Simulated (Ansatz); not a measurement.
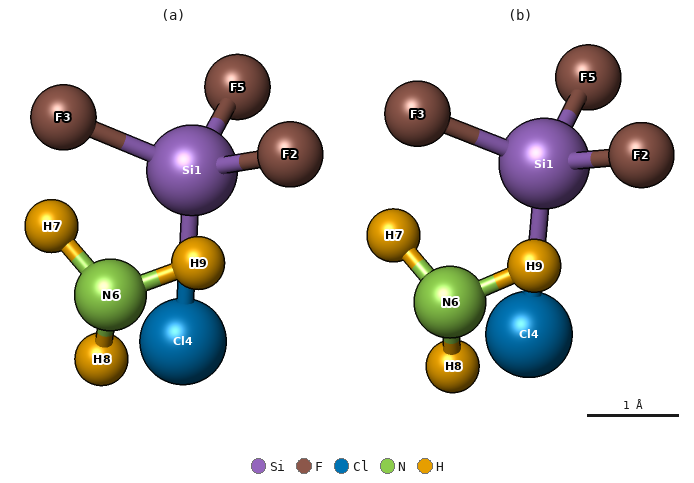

The structure of SiNH₃ClF₃ before (left) and after (right) a relaxation, at one scale.

Style: ball-and-stick. Shown from a free direction.

The run prepares an end point of a later path (reaction) calculation, from a guessed geometry.

Method: RKS PBE0-D4/def2-SVP in Ansatz 0.2.0. (no spin polarisation; force threshold 0.03 eV/Å; at most 50 steps)

**Summarise the run.**

The energy falls by 1.85 kcal/mol in 7 geometry steps. The largest force component goes from 0.64 to 0.021 eV/Å. The atom that moves furthest after the best rigid fit is H9 (0.27 Å). Largest moves by element: H 0.27 Å, N 0.23 Å, Si 0.19 Å, F 0.18 Å, Cl 0.17 Å. Near-neighbour distances that change, for instance: N6–H9 1.032 → 1.018 Å, Si1–Cl4 2.017 → 2.012 Å, N6–H7 1.013 → 1.018 Å. Bond angles that change, for instance: H7–N6–H8 110.9° → 107.3°, F2–Si1–F3 111.8° → 109.3°, Cl4–Si1–F5 107.4° → 109.7°. The run took 32 s on 2 threads of Intel(R) Xeon(R) Platinum 8259CL CPU @ 2.50GHz (Skylake/Cascade Lake), with other jobs on the host, peak memory 0.26 GiB.
